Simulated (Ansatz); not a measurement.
## Electronic structure of H$_{4}$NSbSi (SMILES [SiH3][NH+]=[Sb-]) (triplet) in real space

Input

```
crystal:
  periodic: [false, false, false]
  atoms:
    - {symbol: "N", position_ang: [1.079020, 2.025542, -0.800956]}
    - {symbol: Sb, position_ang: [2.606664, 1.816147, -2.167557]}
    - {symbol: Si, position_ang: [-0.129149, 0.844932, -0.387606]}
    - {symbol: H, position_ang: [0.127545, 0.147102, 0.914691]}
    - {symbol: H, position_ang: [-1.485304, 1.471496, -0.288399]}
    - {symbol: H, position_ang: [-0.129180, -0.178999, -1.474094]}
    - {symbol: H, position_ang: [1.135883, 2.872436, -0.235978]}
basis:
  gaussian:
    orbitals: def2-TZVPD
total_charge: 0
magnetization:
  spin_polarized: true
  initial_magnetization: 2
hamiltonian:
  xc: pbe0
output: {forces: true, orbitals: {seedname: orbitals}}
```

Command:

```sh
ansatz run input.yaml --threads 1 --pin off --max-ram 2610MiB --events-out events.jsonl --progress --plain --runs-dir runs
```

Geometry: r2SCAN-D4/def2-SVP; core potentials replace the inner electrons of Sb.

The calculation used isolated molecule in a Gaussian basis; Kohn-Sham density functional theory, functional PBE0 in Ansatz 0.2.0.

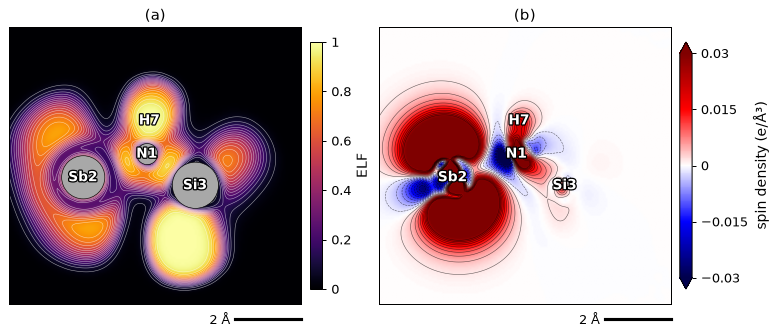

Figure 1. (a) ELF; (b) spin density (α minus β) on the plane of atoms Sb2, N1 and Si3. Grey discs cover the atomic cores in the ELF map.

> What does the map show?

The plane passes through N, Sb, Si and H nuclei.
Si–N (1.74 Å): the ELF peaks at about 0.90 between the atoms; a shared but strongly polarised pair.
Sb–N (2.06 Å): the ELF peaks at about 0.85 in the valence shell of N, 0.6 Å from its nucleus, and drops to about 0.15 between the two atoms.
N–H (1.02 Å): the ELF climbs to about 1 towards the hydrogen, as it does in any bond to H: an ordinary covalent bond to hydrogen.
The ELF also peaks beside Sb2, away from the bonds: non-bonding electrons, paired or unpaired.
The unpaired spin (2 electrons) lies mostly on Sb2 (about 1.8) and N1 (about 0.1), in electrons by Hirshfeld's partition.

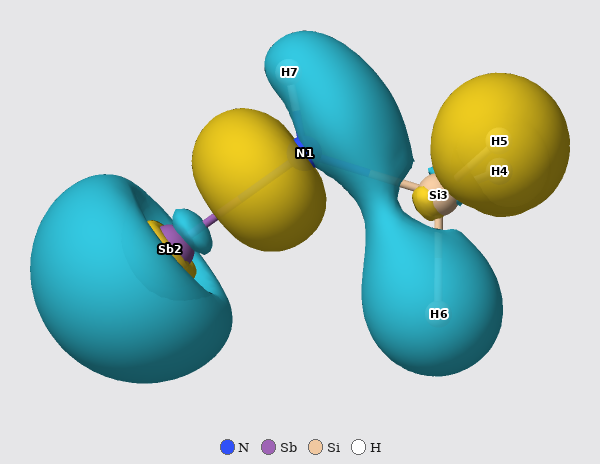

Figure 2. The HOMO−1 (β) at ±0.1 Å⁻³ᐟ² (yellow and cyan are the two phases), seen at a tilt.

> Describe this orbital and give its energy.

By Hirshfeld shares it lies mainly on Sb2 (about 35 %), N1 (about 25 %), Si3 (about 15 %), H5 (about 10 %) and H6 (about 10 %). Its energy is −8.98 eV.

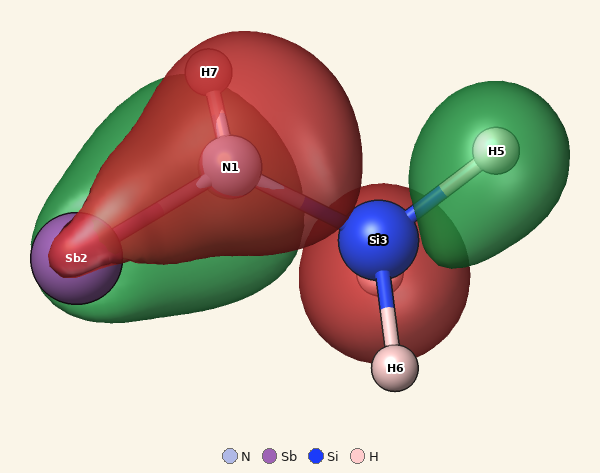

Figure 3. One frontier orbital at ±0.1 Å⁻³ᐟ² (green and red are the two phases), seen at a tilt.

> Which orbital is it: HOMO (β) or LUMO (β)?

The HOMO (β), at −7.58 eV. By Hirshfeld shares it lies mainly on N1 (about 55 %), Sb2 (about 15 %), Si3 (about 15 %) and H4 (about 10 %).
